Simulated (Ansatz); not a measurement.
# A computed series for SiC: response to strain

Start from SiC (space group P6_3mc, No. 186; a = 3.094 Å, c = 10.129 Å). Axes: x lies along a and z along c of the hexagonal cell.

Strains are applied to the cell and any free atomic positions relax; under biaxial strain the out-of-plane vector relaxes too.

Computed with PBE (Ansatz, a quantum-chemistry and plane-wave program, PAW, spin-orbit coupling left out), earlier PAW set.

Notes on the quantities. pressure: mean of the normal stresses, compression positive.

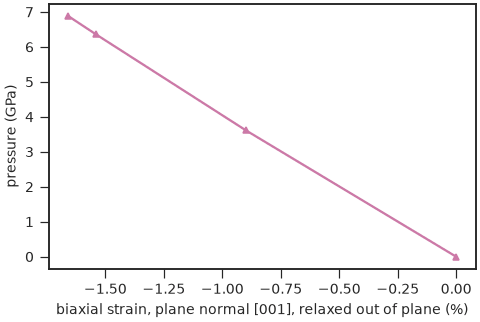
Pressure against biaxial strain, plane normal [001], relaxed out of plane

```json
[
 {"biaxial strain, plane normal [001], relaxed out of plane (%)": "-1.66", "pressure": "6.89 GPa"},
 {"biaxial strain, plane normal [001], relaxed out of plane (%)": "-1.54", "pressure": "6.36 GPa"},
 {"biaxial strain, plane normal [001], relaxed out of plane (%)": "-0.9", "pressure": "3.62 GPa"}
]
```

Stability against distortions was not tested.
